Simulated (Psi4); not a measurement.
**SnH4O (SMILES [OH][SnH3]), step by step**

Aim: a series of 9 runs (PBE0-D4/def2-TZVP, PBE-D4/def2-TZVPP, r2SCAN-D4/def2-TZVPP, B3LYP-D4/def2-TZVPP, PBE0-D4/def2-TZVPP, wB97M-V/def2-TZVPP, CCSD(T)/def2-TZVPP, MP2/def2-QZVPP) of SnH4O. 

The results are computed with Psi4 1.11.

## 1. The molecule

SnH4O has 6 atoms, charge 0, and is taken as a singlet. As SMILES, `[OH][SnH3]`. The run starts from this shape.

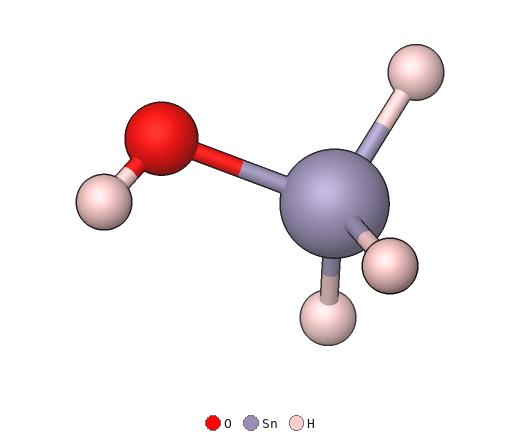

The structure, seen from a chosen angle (oxygen red, tin purple, hydrogen pink).

## 2. A geometry optimisation at PBE0-D4/def2-TZVP (density fitting, core potential) (run 2)

The input, input.inp:

```
memory 3.3 GB

molecule mol {
  0 1
  O      0.939000    -0.754520     0.961980
  Sn    -0.247700     0.342930    -0.164340
  H      1.210690    -1.572290     0.540190
  H     -1.688950    -0.532040    -0.444510
  H      0.557120     0.674040    -1.635530
  H     -0.498000     1.734420     0.776360
  symmetry c1
}

set globals {
  reference rks
  scf_type df
  geom_maxiter 50
  max_force_g_convergence 0.0002
}

e = opt("pbe0-d4/def2-TZVP")
```

The run is started by

```
$ psi4 input.inp input.out -n 2
```

input.out:

```text
[...]
    !!!  WARNING: ECP capability is in beta. Please check occupations closely.  !!!
[...]
  Running in c1 symmetry.
[...]
  Nuclear repulsion =   82.141246454383023
[...]
  Multiplicity = 1
[...]
  Nalpha       = 17
  Nbeta        = 17
[...]
    Number of basis functions: 105
[...]
 WARNING: Atomic UHF is not converging! Try casting from a smaller basis or call Rob at CCMST.
   -------------------------
[...]
   @DF-RKS iter   1:  -291.54479304752704   -1.25803e+00   8.73445e-03 ADIIS/DIIS
[...]
   @DF-RKS iter  11:  -291.87169913824499   -7.95808e-13   3.74698e-09 DIIS
[...]
    Orbital Energies [Eh]
    ---------------------
    Doubly Occupied:
       1A    -19.186936     2A     -5.151695     3A     -3.484999
       4A     -3.483653     5A     -3.483454     6A     -1.069671
       7A     -1.050949     8A     -1.050533     9A     -1.046430
      10A     -1.046403    11A     -0.969482    12A     -0.546540
      13A     -0.456063    14A     -0.359205    15A     -0.355322
      16A     -0.329291    17A     -0.301442
[...]
  @DF-RKS Final Energy:  -291.87169913824499
   => Energetics <=
    Nuclear Repulsion Energy =             82.1412464543830225
    One-Electron Energy =                -646.2510904481994203
    Two-Electron Energy =                 293.6167660365851475
    DFT Exchange-Correlation Energy =     -21.3762946860930825
    Empirical Dispersion Energy =          -0.0023264949206239
    VV10 Nonlocal Energy =                  0.0000000000000000
    Total Energy =                       -291.8716991382449919
[...]
 Multipole Moments:
 ------------------------------------------------------------------------------------
     Multipole            Electronic (a.u.)      Nuclear  (a.u.)        Total (a.u.)
 ------------------------------------------------------------------------------------
 L = 1.  Multiply by 2.5417464519 to convert [e a0] to [Debye]
 Dipole X            :        -10.2959174           10.0404940           -0.2554234
 Dipole Y            :          9.9778724          -10.0543881           -0.0765157
 Dipole Z            :         -9.2246466            8.6039504           -0.6206961
 Magnitude           :                                                    0.6755438
[...]
  -Total Gradient:
     Atom            X                  Y                   Z
    ------   -----------------  -----------------  -----------------
       1        0.000006456820    -0.000049107263     0.000083425651
       2       -0.000078385713     0.000161323235    -0.000014589556
       3        0.000054311154    -0.000060018062    -0.000058344716
       4        0.000032493976    -0.000001271344     0.000002798078
       5       -0.000007281259    -0.000042256665     0.000020185808
       6       -0.000022232807    -0.000006660023    -0.000051315836
[...]
    Final optimized geometry and variables:
    Molecular point group: c1
    Full point group: C1
    Geometry (in Angstrom), charge = 0, multiplicity = 1:
    O            1.046933546958    -0.964313618859     0.998337191167
    SN          -0.139766453042     0.133136381141    -0.127982808833
    H            1.318623546958    -1.782083618859     0.576547191167
    H           -1.581016453042    -0.741833618859    -0.408152808833
    H            0.665053546958     0.464246381141    -1.599172808833
    H           -0.390066453042     1.524626381141     0.812717191167
    Psi4 run time: 0:00:05.46
```

Standard output:

```text
Optimizer: Optimization complete!
```

Wall time 6.6 s (2 threads of Intel Xeon 6975P-C (Granite Rapids), shared host); peak memory 0.59 GiB.

## 3. The harmonic vibrations at PBE0-D4/def2-TZVP (density fitting, core potential) (run 3)

The input, job.inp:

```
memory 3.3 GB

molecule molecule1 {
  0 1
  O      0.939000    -0.754520     0.961980
  Sn    -0.247700     0.342930    -0.164340
  H      1.210690    -1.572290     0.540190
  H     -1.688950    -0.532040    -0.444510
  H      0.557120     0.674040    -1.635530
  H     -0.498000     1.734420     0.776360
  symmetry c1
}

set {
  basis                      def2-TZVP
  scf_type                   df
  rotational_symmetry_number 1
}

E, wfn = freq('pbe0-d4', return_wfn=True)
```

The run is started by

```
$ psi4 job.inp job.out -n 2
```

job.out:

```text
[...]
    !!!  WARNING: ECP capability is in beta. Please check occupations closely.  !!!
[...]
  Running in c1 symmetry.
[...]
  Nuclear repulsion =   82.141246454383037
[...]
  Multiplicity = 1
[...]
  Nalpha       = 17
  Nbeta        = 17
[...]
    Number of basis functions: 105
[...]
   @DF-RKS iter   1:  -291.54785494669039   -1.26167e+00   8.69828e-03 ADIIS/DIIS
[...]
   @DF-RKS iter  11:  -291.87169788537585   -1.47793e-12   2.96218e-09 DIIS
[...]
    Orbital Energies [Eh]
    ---------------------
    Doubly Occupied:
       1A    -19.186900     2A     -5.151647     3A     -3.484951
       4A     -3.483611     5A     -3.483404     6A     -1.069634
       7A     -1.050930     8A     -1.050506     9A     -1.046393
      10A     -1.046356    11A     -0.969451    12A     -0.546616
      13A     -0.456078    14A     -0.359258    15A     -0.355371
      16A     -0.329271    17A     -0.301433
[...]
  @DF-RKS Final Energy:  -291.87169788537585
   => Energetics <=
    Nuclear Repulsion Energy =             82.1529001897761333
    One-Electron Energy =                -646.2746559643098863
    Two-Electron Energy =                 293.6290621145797104
    DFT Exchange-Correlation Energy =     -21.3766774924615746
    Empirical Dispersion Energy =          -0.0023267329602200
    VV10 Nonlocal Energy =                  0.0000000000000000
    Total Energy =                       -291.8716978853758519
[...]
 Multipole Moments:
 ------------------------------------------------------------------------------------
     Multipole            Electronic (a.u.)      Nuclear  (a.u.)        Total (a.u.)
 ------------------------------------------------------------------------------------
 L = 1.  Multiply by 2.5417464519 to convert [e a0] to [Debye]
 Dipole X            :        -10.2958404           10.0404940           -0.2553464
 Dipole Y            :          9.9782681          -10.0543881           -0.0761199
 Dipole Z            :         -9.2249556            8.6039504           -0.6210052
 Magnitude           :                                                    0.6757540
[...]
  -Total Gradient:
     Atom            X                  Y                   Z
    ------   -----------------  -----------------  -----------------
       1        0.000007658977    -0.000047712574     0.000052991626
       2        0.000064598350     0.000435025682    -0.000171256162
       3        0.000059883445    -0.000065610263    -0.000057053498
       4        0.000026270192    -0.000000804715     0.000001266023
       5       -0.000199583777    -0.000097999250     0.000412082436
       6        0.000027818703    -0.000221952692    -0.000256777482
[...]
  ==> Harmonic Vibrational Analysis <==
[...]
  Freq [cm^-1]                 123.5421            493.5126            502.8808
[...]
  IR activ [km/mol]            95.6339             45.0584             51.1701
[...]
  Freq [cm^-1]                 614.6315            699.9000            708.1540
[...]
  IR activ [km/mol]            133.0800            81.1177             78.7989
[...]
  Freq [cm^-1]                 718.3439            862.8608           1937.7911
[...]
  IR activ [km/mol]            86.4834             76.6248             198.8109
[...]
  Freq [cm^-1]                1940.4855           1986.0251           3899.8424
[...]
  IR activ [km/mol]            89.7978             121.2611            57.3995
[...]
  Total E_0, Enthalpy at 0 [K]                                                         -291.83869311 [Eh]
[...]
  Total H, Enthalpy at  298.15 [K]                                                     -291.83323098 [Eh]
[...]
  Total G, Gibbs energy at  298.15 [K]                                                 -291.86583930 [Eh]
[...]
```

The script printed:

```text
Warning: used thermodynamics relations inappropriate for low-frequency modes: ['123.5421' '493.5126' '502.8808' '614.6315']
```

Run time: 91 s. Hardware: 2 threads of Intel Xeon 6975P-C (Granite Rapids), shared host; peak memory 0.71 GiB.

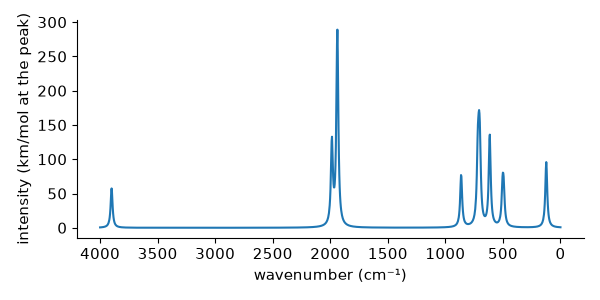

Harmonic infrared spectrum, unscaled, lines broadened by 10 cm⁻¹.

Runs 4 to 9 aren't shown in full; the table further down has their settings and results.

## 4. A single-point energy at MP2/def2-QZVPP (density fitting, core potential, density fitting for correlation) (run 10)

The input, job.inp:

```
memory 3300 MB

molecule geom {
  0 1
  O      0.939000    -0.754520     0.961980
  Sn    -0.247700     0.342930    -0.164340
  H      1.210690    -1.572290     0.540190
  H     -1.688950    -0.532040    -0.444510
  H      0.557120     0.674040    -1.635530
  H     -0.498000     1.734420     0.776360
  symmetry c1
}

set {
  basis           def2-QZVPP
  scf_type        df
  num_frozen_docc 5
}

energy_value, wavefunction = energy('mp2', return_wfn=True)
```

The run is started by

```
$ psi4 -i job.inp -o job.out -n 2
```

job.out:

```text
[...]
    !!!  WARNING: ECP capability is in beta. Please check occupations closely.  !!!
[...]
  Running in c1 symmetry.
[...]
  Nuclear repulsion =   82.141246454383023
[...]
  Multiplicity = 1
[...]
  Nalpha       = 17
  Nbeta        = 17
[...]
    Number of basis functions: 259
[...]
   @DF-RHF iter   1:  -290.40032174938841   -1.86044e+00   2.59647e-03 ADIIS/DIIS
[...]
   @DF-RHF iter  11:  -290.57281297324937   -6.93490e-11   5.34820e-09 DIIS
[...]
    Orbital Energies [Eh]
    ---------------------
    Doubly Occupied:
       1A    -20.533096     2A     -5.871405     3A     -4.061740
       4A     -4.060972     5A     -4.060905     6A     -1.360285
       7A     -1.331224     8A     -1.331189     9A     -1.325170
      10A     -1.324741    11A     -1.260134    12A     -0.695981
      13A     -0.610115    14A     -0.504376    15A     -0.491377
      16A     -0.452187    17A     -0.437717
[...]
  @DF-RHF Final Energy:  -290.57281297324937
   => Energetics <=
    Nuclear Repulsion Energy =             82.1412464543830225
    One-Electron Energy =                -646.0028856931520522
    Two-Electron Energy =                 273.2888262655196741
    Total Energy =                       -290.5728129732493699
[...]
 Multipole Moments:
 ------------------------------------------------------------------------------------
     Multipole            Electronic (a.u.)      Nuclear  (a.u.)        Total (a.u.)
 ------------------------------------------------------------------------------------
 L = 1.  Multiply by 2.5417464519 to convert [e a0] to [Debye]
 Dipole X            :        -10.3522155           10.0404940           -0.3117216
 Dipole Y            :         10.0198536          -10.0543881           -0.0345344
 Dipole Z            :         -9.2893755            8.6039504           -0.6854251
 Magnitude           :                                                    0.7537708
[...]
```

Wall time 5.1 s (2 threads of Intel Xeon 6975P-C (Granite Rapids), shared host); peak memory 0.61 GiB.

## 5. Overview of the runs

| run | level | task | geom maxiter | energy (Eh) | dipole moment (D) | HOMO energy (eV) | LUMO energy (eV) | wall time |
| --- | --- | --- | --- | --- | --- | --- | --- | --- |
| 2 | PBE0-D4/def2-TZVP (density fitting, core potential) | optimise | 50 | -291.871699 | 1.72 | -8.20 | -0.53 | 6.6 s |
| 3 | PBE0-D4/def2-TZVP (density fitting, core potential) | frequencies | – | -291.871699 | 1.72 | – | – | 91 s |
| 4 | PBE-D4/def2-TZVPP (density fitting, core potential) | energy | – | -291.861973 | 1.54 | -6.61 | -1.33 | 8.7 s |
| 5 | r2SCAN-D4/def2-TZVPP (density fitting, core potential) | energy | – | -291.993555 | 1.62 | -6.97 | -0.91 | 14 s |
| 6 | B3LYP-D4/def2-TZVPP (density fitting, core potential) | energy | – | -292.035965 | 1.67 | -7.96 | -0.83 | 8.7 s |
| 7 | PBE0-D4/def2-TZVPP (density fitting, core potential) | properties | – | -291.873999 | 1.68 | -8.21 | -0.54 | 9.3 s |
| 8 | wB97M-V/def2-TZVPP (density fitting, core potential) | energy | – | -291.867128 | 1.72 | -10.64 | 0.87 | 19 s |
| 9 | CCSD(T)/def2-TZVPP (density fitting, core potential, density fitting for correlation) | energy | – | -291.181807 | – | -11.90 | 1.93 | 45 s |
| 10 | MP2/def2-QZVPP (density fitting, core potential, density fitting for correlation) | energy | – | -291.391271 | – | -11.91 | 1.54 | 5.1 s |

## 6. Summary of results

| quantity | value |
| --- | --- |
| run 10, MP2/def2-QZVPP: total energy | -291.39127 Eh |
| run 10, MP2/def2-QZVPP: HOMO energy (Hartree–Fock orbitals) | -11.91 eV |
| run 10, MP2/def2-QZVPP: LUMO energy (Hartree–Fock orbitals) | 1.54 eV |
| run 10, MP2/def2-QZVPP: HOMO–LUMO gap (Hartree–Fock orbitals) | 13.45 eV |
| run 10, MP2/def2-QZVPP: correlation energy (5 core orbitals frozen) | -818.5 mEh |

Over runs 2, 3, 4, 5, 6, 7, 8 the dipole moment (its size) runs from 1.54 D (PBE-D4/def2-TZVPP) to 1.72 D (wB97M-V/def2-TZVPP). Over runs 2, 4, 5, 6, 7, 8 the HOMO–LUMO gap runs from 5.28 eV (PBE-D4/def2-TZVPP) to 11.51 eV (wB97M-V/def2-TZVPP). Totals of different functionals can't be ranked against each other. All runs together took 3.5 min, the longest 91 s.
